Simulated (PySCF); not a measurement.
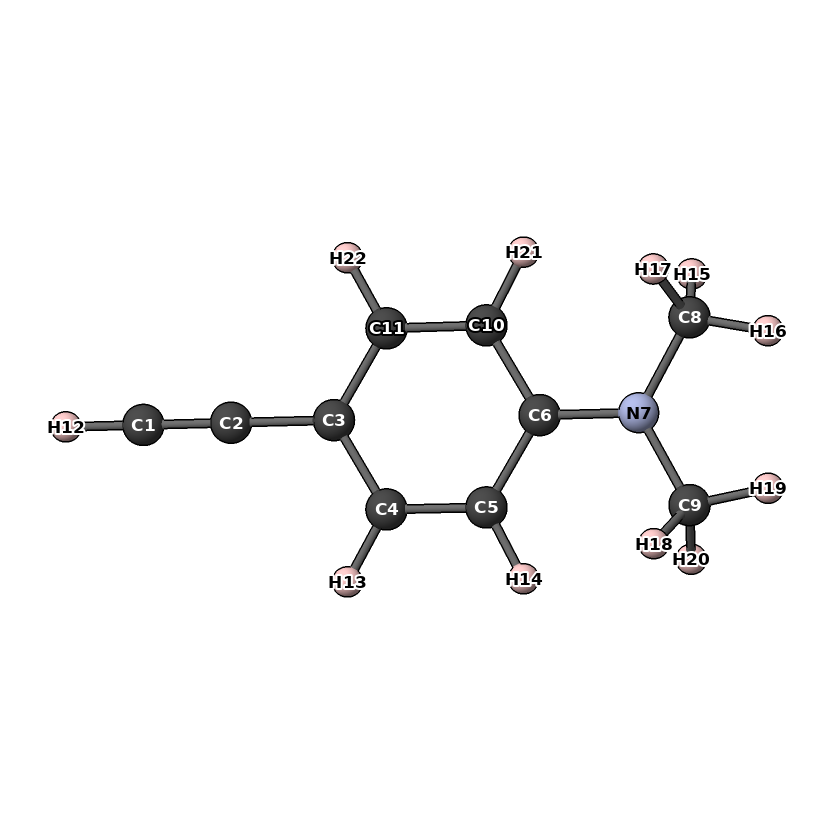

The questions are on isotropic NMR shieldings of the H atoms. The computed structure is the end point of a PBE0-D3(BJ)/def2-SVP optimisation. No frequency run is at hand to confirm it as a minimum. Properties computed with GIAO PBE0/pcSseg-1 NMR shielding, non-relativistic, IEF-PCM chloroform (PySCF 2.14.0).

List the isotropic NMR shieldings of the H atoms.

| atom | σ (ppm) |
| --- | --- |
| H12 | 27.90 |
| H13 | 23.64 |
| H14 | 24.67 |
| H15 | 28.10 |
| H16 | 28.33 |
| H17 | 28.22 |
| H18 | 28.22 |
| H19 | 28.33 |
| H20 | 28.10 |
| H21 | 24.67 |
| H22 | 23.64 |
